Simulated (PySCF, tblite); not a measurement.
# B12N12H14: electronic excitations, NMR shifts

Aim: compute the electronic excitations, NMR shifts of B12N12H14.

Programs: tblite 0.8.0 and PySCF 2.14.0, with routines of our own; each step states its level. All values are computed. Atoms count from 0.

## (1) The system as given

38 atoms, charge 0, multiplicity 1; geometry from: force field, distance geometry or constructed start.

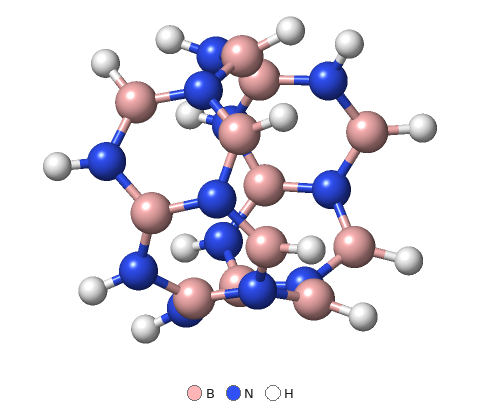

The starting geometry (boron pink, nitrogen blue, hydrogen white).

## (2) Optimising the geometry with GFN2-xTB

Job settings and geometry (Å):

```
{"job": {"kind": "relax", "xc": "GFN2-xTB", "basis": "xTB"}, "charge": 0, "multiplicity": 1}
B      2.499000     1.029400     0.092000
N      1.720200     2.110900    -0.465500
B      0.716100     2.626600     0.425900
N     -0.614300     2.633300    -0.133500
B     -0.797700     2.572600    -1.559600
N     -1.904600     1.842500    -2.117800
B     -1.626100     2.110000     0.752900
N     -2.393400     1.033900     0.205600
B     -2.455900     0.848100    -1.232100
N     -2.509700    -0.474200    -1.782300
B     -2.564700    -0.096400     1.085500
N     -2.137500    -1.350800     0.535400
B     -2.027100    -1.503600    -0.895300
N     -0.973200    -2.314400    -1.455200
B     -1.317500    -2.133900     1.419100
N     -0.048900    -2.520000     0.873000
B      0.144600    -2.518700    -0.568100
N      1.411500    -2.142400    -1.122200
B      1.072000    -2.312000     1.752700
N      2.123700    -1.503400     1.200700
B      2.229900    -1.345000    -0.236200
N      2.658900    -0.093700    -0.790100
B      2.607600    -0.468800     2.088100
N      2.551600     0.845900     1.527800
H      1.882800     2.484600    -1.415200
H      0.942600     3.018000     1.504600
H     -0.044700     3.126500    -2.271900
H     -2.269500     2.016000    -3.071400
H     -1.804300     2.529100     1.831400
H     -2.859900    -0.671700    -2.737900
H     -3.004900     0.004600     2.163600
H     -1.021700    -2.716100    -2.409800
H     -1.656400    -2.443800     2.494100
H      1.717000    -2.411300    -2.075000
H      1.123800    -2.766000     2.824100
H      3.056700    -0.004800    -1.750300
H      3.001800    -0.696800     3.154600
H      2.566000     1.680400     2.156200
```

Run with:

```
$ OMP_NUM_THREADS=2 python large_run.py task.json out
```

The driver reads the jobs from task.json and runs them one after another.

Output:

```text
step      E/eV     max force
  0   -1572.82732    2.020
  1   -1573.36082    1.655
  2   -1573.88716    1.126
  3   -1574.10492    0.585
  4   -1574.17265    0.444
  5   -1574.21994    0.400
  6   -1574.26951    0.340
  7   -1574.30515    0.308
  8   -1574.34175    0.297
  9   -1574.37355    0.312
 10   -1574.40200    0.309
 11   -1574.43002    0.306
 12   -1574.46136    0.399
 13   -1574.49318    0.422
 14   -1574.52008    0.316
 15   -1574.53939    0.243
 16   -1574.55146    0.206
 17   -1574.55908    0.148
 18   -1574.56419    0.139
 19   -1574.56868    0.122
 20   -1574.57309    0.095
 21   -1574.57638    0.089
 22   -1574.57848    0.091
 23   -1574.58029    0.087
 24   -1574.58245    0.082
 25   -1574.58465    0.078
 26   -1574.58638    0.072
 27   -1574.58787    0.075
 28   -1574.58977    0.080
 29   -1574.59234    0.083
 30   -1574.59503    0.090
 31   -1574.59699    0.086
 32   -1574.59834    0.068
 33   -1574.59980    0.069
 34   -1574.60166    0.085
 35   -1574.60349    0.073
 36   -1574.60489    0.069
 37   -1574.60597    0.058
 38   -1574.60705    0.056
 39   -1574.60815    0.058
 40   -1574.60908    0.046
 41   -1574.60989    0.051
 42   -1574.61079    0.058
 43   -1574.61191    0.064
 44   -1574.61303    0.057
 45   -1574.61393    0.059
 46   -1574.61463    0.051
 47   -1574.61529    0.045
 48   -1574.61595    0.042
 49   -1574.61645    0.032
 50   -1574.61677    0.028
 51   -1574.61700    0.027
 52   -1574.61721    0.030
 53   -1574.61742    0.025
 54   -1574.61760    0.024
 55   -1574.61774    0.023
 56   -1574.61788    0.029
 57   -1574.61800    0.025
 58   -1574.61810    0.017
```

Wall time 2.3 s (2 threads of Arm Neoverse N1, shared host); peak memory 0.16 GiB.

Relaxation path:

```tsv
step	energy from step 0 (eV)	largest force (eV/Å)
0	0.0000	2.0192
1	-0.5335	1.6545
2	-1.0598	1.1252
3	-1.2776	0.5847
4	-1.3453	0.4440
5	-1.3926	0.3998
6	-1.4422	0.3396
7	-1.4778	0.3073
8	-1.5144	0.2978
12	-1.6340	0.3989
16	-1.7241	0.2056
20	-1.7458	0.0954
24	-1.7551	0.0819
28	-1.7624	0.0791
33	-1.7725	0.0688
37	-1.7786	0.0580
41	-1.7826	0.0515
45	-1.7866	0.0585
49	-1.7891	0.0324
54	-1.7903	0.0243
55	-1.7904	0.0232
56	-1.7906	0.0296
57	-1.7907	0.0252
58	-1.7908	0.0177
```

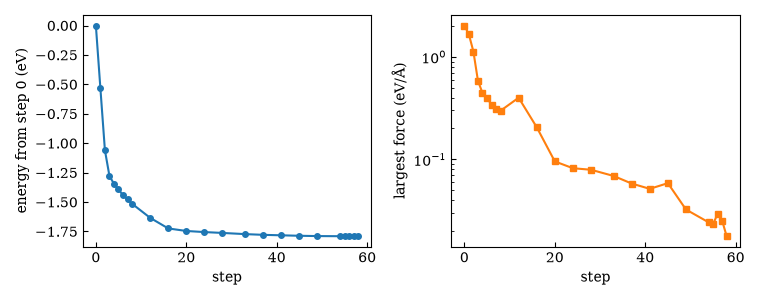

Energy and largest force along the relaxation.

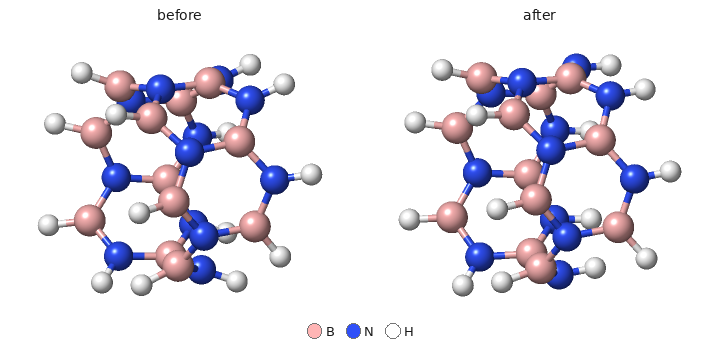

The geometry before (left) and after (right).

Distances of close pairs at the start and the end, largest changes first:

```tsv
bond	before (Å)	after (Å)	change (Å)
N23–H37	1.045	1.007	-0.038
N21–H35	1.043	1.009	-0.034
B4–N5	1.439	1.411	-0.028
N13–H31	1.037	1.010	-0.027
N9–H29	1.037	1.009	-0.027
N5–H27	1.036	1.009	-0.027
N17–H33	1.036	1.010	-0.026
N1–H24	1.033	1.013	-0.021
```

The final coordinates are the input of the step that follows.

## (3) Electronic excitations: TDDFT B3LYP/6-31G*

Job settings and geometry (Å):

```
{"job": {"kind": "uv", "basis": "6-31G*", "grid": 1, "kgrid": 0, "vcut": 1.5, "nstates": 6, "ntriplets": 2, "tda": false, "delta": [], "pop": true, "xc": "B3LYP"}, "charge": 0, "multiplicity": 1}
B      2.454974     1.079231     0.111858
N      1.835590     2.295757    -0.352253
B      0.730292     2.807634     0.403812
N     -0.585146     2.750624    -0.177227
B     -0.881926     2.770208    -1.583277
N     -1.835326     1.864140    -2.094174
B     -1.515060     2.070377     0.696850
N     -2.263417     0.979829     0.161078
B     -2.264776     0.771338    -1.264857
N     -2.474553    -0.540858    -1.782504
B     -2.513741    -0.148961     1.024935
N     -2.176580    -1.434540     0.504344
B     -1.985617    -1.581158    -0.918364
N     -1.058893    -2.562606    -1.395389
B     -1.383285    -2.253722     1.393372
N     -0.101520    -2.634272     0.886438
B      0.101513    -2.598386    -0.541374
N      1.395780    -2.265018    -1.050316
B      1.012344    -2.330450     1.753068
N      2.023776    -1.481324     1.210379
B      2.065665    -1.299237    -0.221596
N      2.522547    -0.059038    -0.761125
B      2.602128    -0.461698     2.050083
N      2.784636     0.816053     1.481519
H      1.660004     2.285150    -1.349522
H      0.875632     3.071051     1.535444
H     -0.333106     3.515462    -2.311251
H     -2.028666     1.848171    -3.084094
H     -1.552606     2.316596     1.841393
H     -2.454015    -0.680395    -2.782089
H     -2.814559     0.000662     2.145474
H     -0.929991    -2.656771    -2.392241
H     -1.684458    -2.418571     2.511160
H      1.523277    -2.217493    -2.050792
H      0.995098    -2.614570     2.887700
H      2.439452     0.082489    -1.757139
H      2.829123    -0.658643     3.181978
H      2.979311     1.597128     2.086580
```

Method: TDDFT B3LYP/6-31G*, vertical, gas phase, core orbitals frozen in the response, virtual orbitals cut by energy.

Output:

```text
start: PBE on a coarse grid of 32121 points
cycle   1  E = -963.1833952356  dE =  4.022e+00  |g| = 1.329e+00  |ddm| = 6.695e+00
cycle   2  E = -962.4058198780  dE =  7.776e-01  |g| = 2.260e+00  |ddm| = 3.390e+00
cycle   3  E = -963.5839649540  dE = -1.178e+00  |g| = 2.257e-01  |ddm| = 2.301e+00
cycle   4  E = -963.5964905424  dE = -1.253e-02  |g| = 8.250e-02  |ddm| = 2.906e-01
cycle   5  E = -963.5979029967  dE = -1.412e-03  |g| = 2.874e-02  |ddm| = 8.549e-02
cycle   6  E = -963.5980806156  dE = -1.776e-04  |g| = 1.133e-02  |ddm| = 3.829e-02
cycle   7  E = -963.5981137298  dE = -3.311e-05  |g| = 2.612e-03  |ddm| = 1.309e-02
final grid: 141400 points
cycle   8  E = -964.6879126509  dE = -8.113e-03  |g| = 1.298e-01  |ddm| = 3.329e-01
cycle   9  E = -964.6853212760  dE =  2.591e-03  |g| = 1.683e-01  |ddm| = 2.093e-01
cycle  10  E = -964.6913423993  dE = -6.021e-03  |g| = 1.112e-02  |ddm| = 1.240e-01
cycle  11  E = -964.6913762377  dE = -3.384e-05  |g| = 3.236e-03  |ddm| = 1.543e-02
cycle  12  E = -964.6913748067  dE =  1.431e-06  |g| = 9.769e-04  |ddm| = 3.424e-03
cycle  13  E = -964.6913756938  dE = -8.871e-07  |g| = 4.093e-04  |ddm| = 1.041e-03
cycle  14  E = -964.6913766664  dE = -9.725e-07  |g| = 8.011e-05  |ddm| = 3.848e-04
converged SCF energy = -964.6913766664

Static polarisability (au): isotropic 183.898, principal 162.541 192.490 196.663

Singlet excitations
state   eV       nm        f      main configurations
  1   5.2756    235.0   0.00687   H->L 0.87
  2   5.3682    231.0   0.00257   H-1->L 0.83
  3   5.3862    230.2   0.01988   H->L+1 0.78
  4   5.6778    218.4   0.00155   H-1->L+1 0.81, H->L+1 0.09
  5   5.7888    214.2   0.00006   H-2->L 0.75
  6   5.9873    207.1   0.02620   H-2->L+1 0.49, H->L+2 0.34

Triplet excitations (Tamm-Dancoff, eV): 4.9296 4.9991
```

Run time: 85 s. Hardware: 2 threads of Arm Neoverse N1, shared host; peak memory 1.1 GiB.

Frontier orbitals and where they lie:

```tsv
orbital	eV	atoms
HOMO−4	-7.53	N21 13 %, N5 12 %, N13 10 %
HOMO−3	-7.18	N23 21 %, N9 21 %, N19 9 %
HOMO−2	-6.96	N11 16 %, N15 15 %, N3 13 %
HOMO−1	-6.53	N17 27 %, N21 22 %, N13 12 %
HOMO	-6.40	N13 14 %, N1 13 %, N9 13 %
LUMO	-0.38	B14 22 %, B10 12 %, B12 8 %
LUMO+1	-0.19	B4 30 %, B2 23 %, B6 10 %
LUMO+2	0.38	B10 18 %, B8 15 %, B14 10 %
LUMO+3	0.55	B18 24 %, B10 15 %, B6 14 %
```

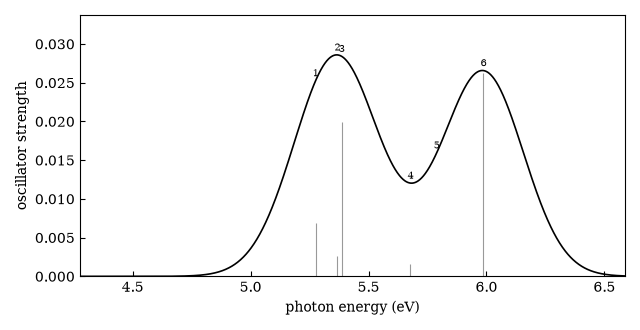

Absorption spectrum from the 6 singlet states computed; above the last one it falls off for lack of states. Lines are broadened to a width of 0.40 eV (Gaussian).

Ground-state properties from the same run:

```tsv
property	computed
dipole moment (D)	6.53
polarisability (Å³)	27.25
HOMO–LUMO gap (eV)	6.02
−ε(HOMO) (eV)	6.40
```

## (4) NMR shifts: GIAO KT3/pcSseg-1

Settings changed since step 3:

```diff
@@ -1,2 +1,2 @@
-{"job": {"kind": "uv", "basis": "6-31G*", "grid": 1, "kgrid": 0, "vcut": 1.5, "nstates": 6, "ntriplets": 2, "tda": false, "delta": [], "pop": true, "xc": "B3LYP"}, "charge": 0, "multiplicity": 1}
+{"job": {"kind": "nmr", "xc": "KT3", "basis": "pcSseg-1", "pop": false}, "charge": 0, "multiplicity": 1}
 B      2.454974     1.079231     0.111858
```

Level: GIAO KT3/pcSseg-1 NMR shielding, non-relativistic, gas phase.

Output:

```text
start: PBE on a coarse grid of 32121 points
cycle   1  E = -962.8060082512  dE =  3.927e+00  |g| = 1.331e+00  |ddm| = 6.149e+00
cycle   2  E = -961.9833652425  dE =  8.226e-01  |g| = 2.327e+00  |ddm| = 3.323e+00
cycle   3  E = -963.1925643131  dE = -1.209e+00  |g| = 2.261e-01  |ddm| = 2.362e+00
cycle   4  E = -963.2048519054  dE = -1.229e-02  |g| = 8.457e-02  |ddm| = 2.958e-01
cycle   5  E = -963.2062987102  dE = -1.447e-03  |g| = 2.859e-02  |ddm| = 7.964e-02
cycle   6  E = -963.2064587687  dE = -1.601e-04  |g| = 1.245e-02  |ddm| = 3.599e-02
cycle   7  E = -963.2064980225  dE = -3.925e-05  |g| = 2.709e-03  |ddm| = 1.328e-02
final grid: 299026 points
cycle   8  E = -979.9697921555  dE = -4.833e-02  |g| = 1.514e-01  |ddm| = 5.368e-01
cycle   9  E = -979.9601054616  dE =  9.687e-03  |g| = 2.581e-01  |ddm| = 3.229e-01
cycle  10  E = -979.9748440275  dE = -1.474e-02  |g| = 1.491e-02  |ddm| = 2.048e-01
cycle  11  E = -979.9748957639  dE = -5.174e-05  |g| = 6.011e-03  |ddm| = 2.259e-02
cycle  12  E = -979.9749047276  dE = -8.964e-06  |g| = 2.178e-03  |ddm| = 6.814e-03
cycle  13  E = -979.9749059254  dE = -1.198e-06  |g| = 6.350e-04  |ddm| = 2.195e-03
cycle  14  E = -979.9749049079  dE =  1.018e-06  |g| = 1.571e-04  |ddm| = 6.480e-04
cycle  15  E = -979.9749056212  dE = -7.133e-07  |g| = 6.850e-05  |ddm| = 1.922e-04
converged SCF energy = -979.9749056212

GIAO shielding tensors (ppm)
atom      isotropic    diamagn.    paramagn.     s11        s22        s33       span
  0 B       79.050     212.236    -133.186     65.756     66.941    104.453     38.698
  1 N      128.945     342.127    -213.182     50.871    127.937    208.028    157.156
  2 B       69.196     208.250    -139.054     47.803     53.425    106.360     58.557
  3 N       82.338     344.711    -262.373     -8.590     26.378    229.226    237.815
  4 B       75.621     209.534    -133.913     48.601     63.774    114.489     65.888
  5 N      134.385     334.185    -199.801     29.002    163.523    210.628    181.626
  6 B       74.213     208.829    -134.616     52.160     59.987    110.490     58.329
  7 N       93.582     347.062    -253.481      7.003     28.467    245.276    238.273
  8 B       79.837     214.757    -134.919     59.420     73.382    106.709     47.289
  9 N      156.426     338.299    -181.873     78.355    176.578    214.344    135.989
 10 B       71.114     206.948    -135.834     50.486     56.547    106.308     55.822
 11 N       90.268     348.874    -258.606      2.729     33.344    234.732    232.003
 12 B       77.041     217.715    -140.674     56.374     70.463    104.287     47.913
 13 N      154.294     339.746    -185.452     72.999    173.326    216.556    143.556
 14 B       70.217     205.809    -135.591     49.557     55.826    105.268     55.711
 15 N       89.936     349.080    -259.144      5.350     29.773    234.686    229.336
 16 B       76.678     218.482    -141.804     56.110     70.056    103.868     47.758
 17 N      154.935     341.051    -186.116     75.905    173.921    214.978    139.073
 18 B       71.183     204.419    -133.235     51.571     57.131    104.848     53.277
 19 N      100.847     344.427    -243.580     22.103     35.940    244.498    222.395
 20 B       78.055     215.711    -137.655     58.737     70.272    105.157     46.421
 21 N      149.566     342.484    -192.917     75.268    173.487    199.945    124.677
 22 B       74.137     203.162    -129.026     50.044     64.168    108.198     58.155
 23 N      142.258     332.985    -190.727     49.049    161.104    216.622    167.573
 24 H       28.920      46.121     -17.202     26.287     29.250     31.221      4.934
 25 H       26.897      38.140     -11.244     25.122     27.179     28.388      3.266
 26 H       26.960      34.574      -7.615     24.609     27.421     28.849      4.240
 27 H       26.808      35.801      -8.992     23.172     26.168     31.085      7.913
 28 H       27.006      37.310     -10.304     25.080     27.183     28.754      3.674
 29 H       28.344      40.294     -11.951     24.213     28.114     32.703      8.490
 30 H       26.772      35.549      -8.778     24.983     26.775     28.556      3.573
 31 H       28.629      41.392     -12.763     24.944     28.183     32.759      7.815
 32 H       26.628      33.945      -7.318     24.900     26.491     28.492      3.592
 33 H       28.701      43.041     -14.340     25.146     28.333     32.626      7.480
 34 H       26.826      33.327      -6.501     24.739     26.977     28.761      4.023
 35 H       28.663      45.686     -17.023     25.819     28.515     31.654      5.836
 36 H       27.201      32.006      -4.804     24.818     27.303     29.482      4.665
 37 H       27.004      34.449      -7.446     22.851     26.214     31.946      9.094
```

Run time: 61 s. Hardware: 2 threads of Arm Neoverse N1, shared host; peak memory 1.1 GiB.

Shifts follow as δ = σ(reference) − σ, with reference shieldings (ppm) from runs at the same level and on the same kind of geometry: 1H TMS 31.76, 15N NH3 264.4, 11B BF3·OEt2 100.0. The references are single molecules in the gas phase, so shifts against H2O, NH3, PH3, H3PO4 or CFCl3 are not on the usual liquid scales and can be off by tens of ppm.

```tsv
atoms	environment	σ (ppm)	δ (ppm)
H32	hydrogen on a boron bonded to 2 N	26.63	5.13
H30	hydrogen on a boron bonded to 2 N	26.77	4.99
H27	hydrogen on a nitrogen bonded to 2 B	26.81	4.95
H34	hydrogen on a boron bonded to 2 N	26.83	4.93
H25	hydrogen on a boron bonded to 2 N	26.90	4.86
H26	hydrogen on a boron bonded to 2 N	26.96	4.80
H37	hydrogen on a nitrogen bonded to 2 B	27.00	4.76
H28	hydrogen on a boron bonded to 2 N	27.01	4.75
H36	hydrogen on a boron bonded to 2 N	27.20	4.56
H29	hydrogen on a nitrogen bonded to 2 B	28.34	3.42
H31	hydrogen on a nitrogen bonded to 2 B	28.63	3.13
H35	hydrogen on a nitrogen bonded to 2 B	28.66	3.10
H33	hydrogen on a nitrogen bonded to 2 B	28.70	3.06
H24	hydrogen on a nitrogen bonded to 2 B	28.92	2.84
B2	boron bonded to 2 N, H	69.2	30.8
B14	boron bonded to 2 N, H	70.2	29.8
B10	boron bonded to 2 N, H	71.1	28.9
B18	boron bonded to 2 N, H	71.2	28.8
B22	boron bonded to 2 N, H	74.1	25.8
B6	boron bonded to 2 N, H	74.2	25.8
B4	boron bonded to 2 N, H	75.6	24.4
B16	boron bonded to 3 N	76.7	23.3
B12	boron bonded to 3 N	77.0	22.9
B20	boron bonded to 3 N	78.1	21.9
B0	boron bonded to 3 N	79.1	20.9
B8	boron bonded to 3 N	79.8	20.1
N3	nitrogen bonded to 3 B	82.3	182.1
N15	nitrogen bonded to 3 B	89.9	174.5
N11	nitrogen bonded to 3 B	90.3	174.1
N7	nitrogen bonded to 3 B	93.6	170.8
N19	nitrogen bonded to 3 B	100.8	163.5
N1	nitrogen bonded to 2 B, H	128.9	135.4
N5	nitrogen bonded to 2 B, H	134.4	130.0
N23	nitrogen bonded to 2 B, H	142.3	122.1
N21	nitrogen bonded to 2 B, H	149.6	114.8
N13	nitrogen bonded to 2 B, H	154.3	110.1
N17	nitrogen bonded to 2 B, H	154.9	109.5
N9	nitrogen bonded to 2 B, H	156.4	108.0
```

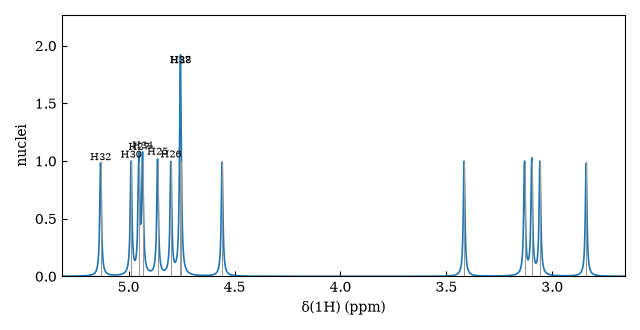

1H lines at the computed shifts, without couplings. Lines are broadened to a width of 0.01 ppm (Lorentzian).

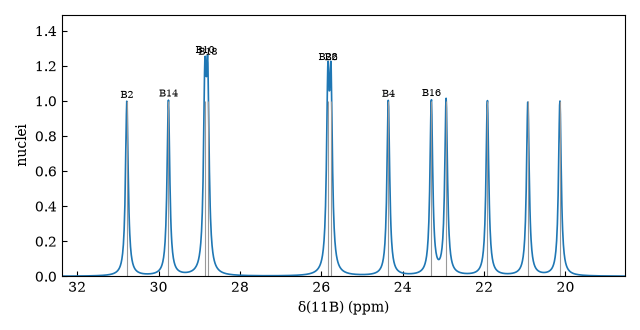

11B lines at the computed shifts, without couplings. Lines are broadened to a width of 0.08 ppm (Lorentzian).

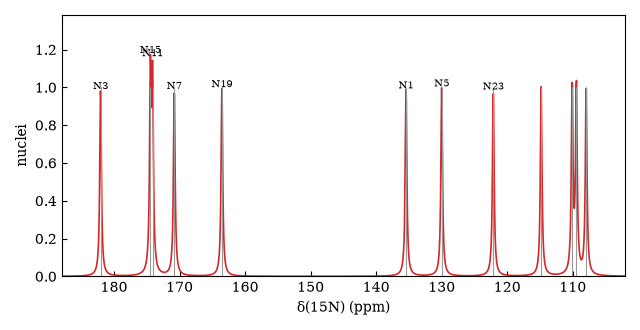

15N lines at the computed shifts, without couplings. Lines are broadened to a width of 0.30 ppm (Lorentzian).

Ring of atoms B0, N19, B20, N21, B22, N23: NICS(0) -2.8, NICS(1) -2.7, NICS(1)zz -2.1 ppm (means of both faces; NICS(1) differs between them: -3.9 and -1.5).

Ring of atoms N3, B4, N5, B6, N7, B8: NICS(0) -1.8, NICS(1) -2.8, NICS(1)zz -3.9 ppm (means of both faces).

Ring of atoms N7, B8, N9, B10, N11, B12: NICS(0) -1.7, NICS(1) -2.3, NICS(1)zz -1.3 ppm (means of both faces; NICS(1) differs between them: -3.7 and -1.0).

## (5) Summary of results

| quantity | value |
| --- | --- |
| lowest singlet (B3LYP/6-31G*) | 5.28 eV (235 nm), f = 0.007 |
| brightest single state of those computed | state 6, 5.99 eV, f = 0.026 |
| lowest triplet | 4.93 eV |
| 1H shifts against TMS (KT3/pcSseg-1) | 5.13, 4.99, 4.95, 4.93, 4.86, 4.80, 4.76, 4.75, 4.56, 3.42, 3.13, 3.10, 3.06, 2.84 ppm |
| 11B shifts against BF3·OEt2 (KT3/pcSseg-1) | 30.8, 29.8, 28.9, 28.8, 25.8, 25.8, 24.4, 23.3, 22.9, 21.9, 20.9, 20.1 ppm |
| 15N shifts against NH3 (KT3/pcSseg-1) | 182.1, 174.5, 174.1, 170.8, 163.5, 135.4, 130.0, 122.1, 114.8, 110.1, 109.5, 108.0 ppm |

The first singlet state (HOMO→LUMO 0.87) lies at 5.28 eV and is weak; of the 6 states computed, the strongest absorption comes from state 6 at 5.99 eV (the last computed, so partners may be missing). The lowest triplet lies 0.35 eV below the lowest singlet (triplets in Tamm-Dancoff, singlets in full TDDFT).
